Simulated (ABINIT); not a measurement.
# A GW chain in ABINIT: BaTiO3 (P4mm), part 2 of 2

Wanted: ground state, empty states, screening and self-energy for BaTiO3 (P4mm).

ABINIT 10.8.3; PBE and many-body steps on it, plane waves. Known limits of the many-body steps: not at the basis limit; no spin-orbit coupling; coarse k mesh.

So far. Step 2 (Ground state): The gap is indirect, with the least direct gap 0.28 eV higher. Step 3 (Empty states on the mesh, 4×4×4 mesh, 128 bands): On this mesh the gap is 1.826 eV.

The database entry behind the starting cell differs from later determinations by our own check (c/a about 0.6 % short), so it need not match the best structure at ambient conditions.

**4. Screening, 4×4×4 mesh, 118 bands, screening to 130.6 eV**

The RPA dielectric matrix is built and inverted for each q.

This step: RPA screening on PBE, plane waves, norm-conserving pseudopotentials.

run.abi reads:

```
acell 3*1.0 Angstrom
rprim 
  3.999800000000 0.000000000000 0.000000000000
  0.000000000000 3.999800000000 0.000000000000
  0.000000000000 0.000000000000 4.018000000000
ntypat 3
znucl 56 22 8
natom 5
typat 1 2 3 3 3
xred 
  0.000000000000 0.000000000000 0.000000000000
  0.500000000000 0.500000000000 0.490000000000
  0.500000000000 0.500000000000 0.019000000000
  0.500000000000 0.000000000000 0.517000000000
  0.000000000000 0.500000000000 0.517000000000
pp_dirpath "pseudos"
pseudos "Ba.upf, Ti.upf, O.upf"
ecut 38
ngkpt 4 4 4
nshiftk 1
shiftk 0 0 0
kptopt 1
chksymbreak 0
istwfk *1
occopt 1
irdwfk 1
optdriver 3
nband 118
ecuteps 4.8
inclvkb 2
awtr 1
symchi 1
indata_prefix "in"
outdata_prefix "out"
tmpdata_prefix "tmp"
```

The run is started by

```bash
OMP_NUM_THREADS=1 mpirun -n 8 abinit run.abi > log
```

Numbers of over 12 decimals in the logs are rounded to 6 here.

The log of the run:

```text
.Version 10.8.3 of ABINIT. v10.8.2 released Aug 2026.

 Symmetries : space group P4 m m (# 99); Bravais tP (primitive tetrag.)
[... echo of the input left out ...]
== DATASET  1 ==================================================================
-   mpi_nproc: 8, omp_nthreads: 1 (-1 if OMP is not activated)

--- !DatasetInfo
iteration_state: {dtset: 1, }
dimensions: {natom: 5, nkpt: 18, mband: 118, nsppol: 1, nspinor: 1, nspden: 1, mpw: 4929, }
cutoff_energies: {ecut:  38.0, pawecutdg:  -1.0, }
electrons: {nelect:   4.00000000E+01, charge:   0.00000000E+00, occopt:   1.00000000E+00, tsmear:   1.00000000E-02, }

 SCREENING: Calculation of the susceptibility and dielectric matrices

 Based on a program developped by R.W. Godby, V. Olevano, G. Onida, and L. Reining.
 Incorporated in ABINIT by V. Olevano, G.-M. Rignanese, and M. Torrent.
.Using double precision arithmetic ; gwpc =  8

[... cell and pseudopotentials left out ...]
--------------------------------------------------------------------------------

 ==== K-mesh for the wavefunctions ====
 Number of points in the irreducible wedge :    18
[... list of points left out ...]
 Together with  8 symmetry operations and time-reversal symmetry
 yields    64 points in the full Brillouin Zone.

 ==== Q-mesh for the screening function ====
 Number of points in the irreducible wedge :    18
[... list of points left out ...]
 Together with  8 symmetry operations and time-reversal symmetry
 yields    64 points in the full Brillouin Zone.

 setmesh: FFT mesh size selected  =    30x   30x   30
          total number of points  =        27000

 vcoul_init : cutoff-mode = AUXILIARY_FUNCTION
 q-points for optical limit:   1
     1)      0.000010    0.000020    0.000030

- screening: taking advantage of time-reversal symmetry
- Maximum band index for partially occupied states nbvw = 20
- Remaining bands to be divided among processors   nbcw = 98
- Number of bands treated by each node ~12

 Number of electrons calculated from density =   40.0000; Expected =   40.0000
 average of density, n =  0.092210
 r_s =    1.3731
 omega_plasma =   29.2917 [eV]

 calculating chi0 at frequencies [eV] :
  1    0.000000E+00    0.000000E+00
  2    0.000000E+00    2.929166E+01

--------------------------------------------------------------------------------
  q-point number  1        q = ( 0.000000, 0.000000, 0.000000) [r.l.u.]
--------------------------------------------------------------------------------
[... chi0 elements left out ...]
 For q-point:  0.000010 0.000020 0.000030
  dielectric constant =   6.1844
  dielectric constant without local fields =   6.7373

  Average fulfillment of the sum rule on Im[epsilon] for q-point    1 :     64.12  [%]
[... wings left out ...]
  q-point number  2        q = ( 0.250000, 0.000000, 0.000000) [r.l.u.]
--------------------------------------------------------------------------------
[... chi0 elements left out ...]
  Average fulfillment of the sum rule on Im[epsilon] for q-point    2 :     76.04  [%]

 [... 16 further q-points ...]
```

Elapsed: 3 min, on 8 MPI ranks of Arm Neoverse N1, shared host; peak memory 3 GiB; 24 min of CPU time.

This step gave:

| Property | Result |
| --- | --- |
| ε∞ with local fields, on this mesh, along the program's q direction | 6.184 |
| the same without local fields | 6.737 |
| plasma frequency | 29.29 eV |
| plane waves in the screening matrix | 203 |

Local fields lower ε∞ by 8 %. On a Γ-centred mesh this coarse the value itself is usually too large, while a short band sum pulls it down.

**5. Self-energy, 4×4×4 mesh, 118 bands, screening to 130.6 eV**

The self-energy is evaluated for the states that the input lists, and the levels follow from it, in one-shot runs by the linearised quasiparticle equation.

This step: G0W0 on PBE, plane waves, norm-conserving pseudopotentials.

Changes to run.abi since step 4:

```diff
@@ -26,8 +26,17 @@
 irdwfk 1
-optdriver 3
+optdriver 4
 nband 118
+gwcalctyp 0
+ecutsigx 38
+symsigma 1
+nkptgw 2
+kptgw 
+  0.5000000000 0.5000000000 0.5000000000
+  0.0000000000 0.0000000000 0.0000000000
+bdgw 
+  18 23
+  19 23
 ecuteps 4.8
-inclvkb 2
-awtr 1
-symchi 1
+irdscr 1
+ppmodel 1
 indata_prefix "in"
```

The log of the run:

```text
.Version 10.8.3 of ABINIT. v10.8.2 released Aug 2026.

 Symmetries : space group P4 m m (# 99); Bravais tP (primitive tetrag.)
[... echo of the input left out ...]
== DATASET  1 ==================================================================
-   mpi_nproc: 8, omp_nthreads: 1 (-1 if OMP is not activated)

--- !DatasetInfo
iteration_state: {dtset: 1, }
dimensions: {natom: 5, nkpt: 18, mband: 118, nsppol: 1, nspinor: 1, nspden: 1, mpw: 4929, }
cutoff_energies: {ecut:  38.0, pawecutdg:  -1.0, }
electrons: {nelect:   4.00000000E+01, charge:   0.00000000E+00, occopt:   1.00000000E+00, tsmear:   1.00000000E-02, }

 SIGMA: Calculation of the GW corrections

 Based on a program developped by R.W. Godby, V. Olevano, G. Onida, and L. Reining.
 Incorporated in ABINIT by V. Olevano, G.-M. Rignanese, and M. Torrent.
.Using double precision arithmetic ; gwpc =  8

[... cell and pseudopotentials left out ...]
--------------------------------------------------------------------------------

 ==== K-mesh for the wavefunctions ====
 Number of points in the irreducible wedge :    18
[... list of points left out ...]
 Together with  8 symmetry operations and time-reversal symmetry
 yields    64 points in the full Brillouin Zone.

 ==== Q-mesh for screening function ====
 Number of points in the irreducible wedge :    18
[... list of points left out ...]
 Together with  8 symmetry operations and time-reversal symmetry
 yields    64 points in the full Brillouin Zone.

 vcoul_init : cutoff-mode = AUXILIARY_FUNCTION
 q-points for optical limit:   1
     1)      0.000010    0.000020    0.000030
 setmesh: FFT mesh size selected  =    45x   45x   45
          total number of points  =        91125

 Number of electrons calculated from density =   40.0000; Expected =   40.0000
 average of density, n =  0.092210
 r_s =    1.3731
 omega_plasma =   29.2917 [eV]

 === KS Band Gaps ===
  >>>> For spin  1
   Minimum direct gap =   2.1061 [eV], located at k-point      :   0.0000  0.0000  0.0000
   Fundamental gap    =   1.8259 [eV], Top of valence bands at :   0.5000  0.5000  0.5000
                                       Bottom of conduction at :   0.0000  0.0000  0.0000
 SIGMA fundamental parameters:
 PLASMON POLE MODEL  1
 number of plane-waves for SigmaX                 4929
 number of plane-waves for SigmaC and W            203
 number of plane-waves for wavefunctions          4929
 number of bands                                   118
 number of independent spin polarizations            1
 number of spinorial components                      1
 number of k-points in IBZ                          18
 number of q-points in IBZ                          18
 number of symmetry operations                       8
 number of k-points in BZ                           64
 number of q-points in BZ                           64
 number of frequencies for dSigma/dE                 9
 frequency step for dSigma/dE [eV]                0.25
 number of omega for Sigma on real axis              0
 max omega for Sigma on real axis  [eV]           0.00
 zcut for avoiding poles [eV]                     0.10

 EPSILON^-1 parameters (SCR file):
 dimension of the eps^-1 matrix on file            203
 dimension of the eps^-1 matrix used               203
 number of plane-waves for wavefunctions          4929
 number of bands                                   118
 number of q-points in IBZ                          18
 number of frequencies                               2
 number of real frequencies                          1
 number of imag frequencies                          1

 matrix elements of self-energy operator (all in [eV])

 Perturbative Calculation

--- !SelfEnergy_ee
iteration_state: {dtset: 1, }
kpoint     : [   0.500,    0.500,    0.500, ]
spin       : 1
KS_gap     :    4.212
QP_gap     :    6.004
Delta_QP_KS:    1.793
data: !SigmaeeData |
     Band     E0 <VxcDFT>   SigX SigC(E0)      Z dSigC/dE  Sig(E)    E-E0       E
       18   6.549 -19.970 -25.000   5.087   0.765  -0.307 -19.926   0.043   6.592
       19   6.549 -19.970 -25.000   5.087   0.765  -0.307 -19.926   0.043   6.592
       20   6.633 -19.991 -25.032   5.119   0.764  -0.309 -19.932   0.059   6.692
       21  10.844 -21.880 -13.200  -6.179   0.740  -0.351 -20.028   1.852  12.696
       22  10.844 -21.880 -13.200  -6.179   0.740  -0.351 -20.028   1.852  12.696
       23  10.845 -21.881 -13.129  -6.252   0.735  -0.361 -20.045   1.836  12.682

--- !SelfEnergy_ee
iteration_state: {dtset: 1, }
kpoint     : [   0.000,    0.000,    0.000, ]
spin       : 1
KS_gap     :    2.106
QP_gap     :    3.574
Delta_QP_KS:    1.468
data: !SigmaeeData |
     Band     E0 <VxcDFT>   SigX SigC(E0)      Z dSigC/dE  Sig(E)    E-E0       E
       19   6.353 -20.076 -24.606   4.600   0.771  -0.298 -20.022   0.054   6.406
       20   6.353 -20.076 -24.606   4.600   0.771  -0.298 -20.022   0.054   6.406
       21   8.459 -18.809 -11.399  -5.456   0.778  -0.285 -17.288   1.521   9.980
       22   8.671 -19.000 -11.886  -5.144   0.777  -0.286 -17.469   1.531  10.202
       23   8.671 -19.000 -11.886  -5.144   0.777  -0.286 -17.469   1.531  10.202

== END DATASET(S) ==============================================================
================================================================================

 -outvars: echo values of variables after computation  --------
           etotal      0.0000000000E+00
            nband         118
             nkpt          18
          spgroup          99
 [... the other variables as echoed above ...]

 Calculation completed.
```

It took 18 s on 8 MPI ranks; peak memory 2 GiB; 2.4 min of CPU time.

Numbers from this step:

```yaml
g0w0_gap_on_the_points_computed: 3.288 eV
starting_gap_on_the_mesh: 1.826 eV
k_of_the_valence_top: 0.5, 0.5, 0.5
k_of_the_conduction_bottom: 0, 0, 0
z_at_the_valence_top: 0.764
z_at_the_conduction_bottom: 0.778
least_direct_g0w0_gap_on_the_computed_points: 3.574 eV
```

The gap on the mesh goes from 1.83 eV to 3.29 eV, a correction of +1.46 eV.

Limits: finite bands, cutoff and mesh; no spin-orbit coupling; coarse k mesh. v1 is the top filled band, c1 the lowest empty one. The levels before and after the correction (eV, zero at the valence-band top of each column):

```
           conduction bottom  valence top
Kohn-Sham               1.83         0.00
     G0W0               3.29         0.00
```

```
                         level  energy (eV)
Kohn-Sham  (0.5 0.5 0.5) v3-v2       -0.084
Kohn-Sham     (0.5 0.5 0.5) v1        0.000
Kohn-Sham  (0.5 0.5 0.5) c1-c2        4.212
Kohn-Sham     (0.5 0.5 0.5) c3        4.213
Kohn-Sham              Γ v2-v1       -0.280
Kohn-Sham                 Γ c1        1.826
Kohn-Sham              Γ c2-c3        2.038
     G0W0  (0.5 0.5 0.5) v3-v2       -0.100
     G0W0     (0.5 0.5 0.5) v1        0.000
     G0W0  (0.5 0.5 0.5) c1-c2        6.004
     G0W0     (0.5 0.5 0.5) c3        5.990
     G0W0              Γ v2-v1       -0.286
     G0W0                 Γ c1        3.288
     G0W0              Γ c2-c3        3.510
```

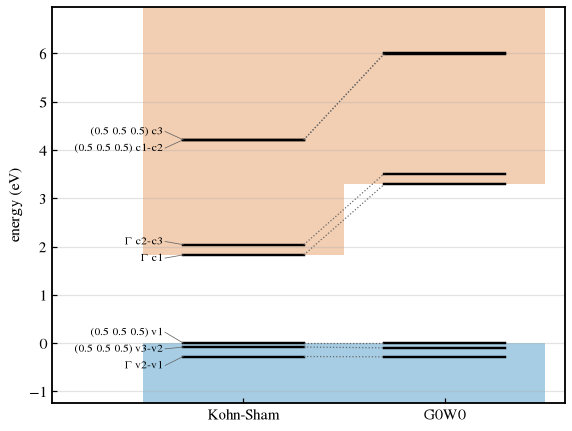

Levels before and after the correction. Shaded: valence and conduction bands.

**6. Where the time went**

Times are wall times on 8 MPI ranks of Arm Neoverse N1, shared host, good to a factor of about two.

```
                    step     time  share  memory (GiB)
            ground state     66 s   18 %          0.73
empty states on the mesh  1.7 min   28 %          0.71
               screening    3 min   49 %           3.0
             self-energy     18 s    5 %           2.0
```

**7. What came out**

```yaml
pbe_gap: 1.83 eV, indirect
g0w0_gap_on_the_mesh: 3.29 eV
gw_settings: 4×4×4 mesh, 118 bands, screening to 130.6 eV, Godby-Needs plasmon pole
known_limits: not at the basis limit; no spin-orbit coupling; coarse k mesh
```

G0W0 moves the gap on the mesh from 1.83 eV to 3.29 eV (+1.46 eV), with Z of 0.76 and 0.78 at the edges. Local fields lower the RPA ε∞ on this mesh from 6.74 to 6.18; a Γ-centred mesh this coarse tends to raise both, most where the direct gap is narrow, while a short band sum lowers them. Only 2 of the mesh's irreducible points were corrected, so a valley elsewhere could overtake. The dearest step here is «screening». Bands and cutoff are finite, so the gap is not at the basis limit. The miss can reach some tenths of an eV and take either sign; the mesh is an error of its own. In the G0W0 run levels were corrected at 2 k points alone, so a gap called «on the mesh» is the least over those, and an edge elsewhere would be missed. The 4×4×4 mesh is coarse for this cell, which bears on the long-range parts of exchange and screening. The many-body steps are scalar-relativistic: spin-orbit coupling is not in them.

[Paths, hosts, dates, memory and timing lines, banners, echoed tables and standing remarks are left out of the program output.]

[Logs are printed without paths, hosts, clocks, repeated set-up lines and the standing remarks that a program may print on its own settings, such as how far it seeks lower states.]

[Runs of the session that timed out or met a known fault of the program may be left out.]

[Hosts, paths, dates, database ids (printed as entryN), source tags and the programs' standing remarks are cut or masked in the printed files.]

[G0W0 gaps are taken among the corrected bands and points alone; a level outside them can change the order at an edge.]

[Where Ansatz stands beside ABINIT at settings called matched, ABINIT's density can come from a denser mesh and the files from another edition; pairs whose starting gaps differed by over 0.03 eV were left out, so agreement reads better than it is.]
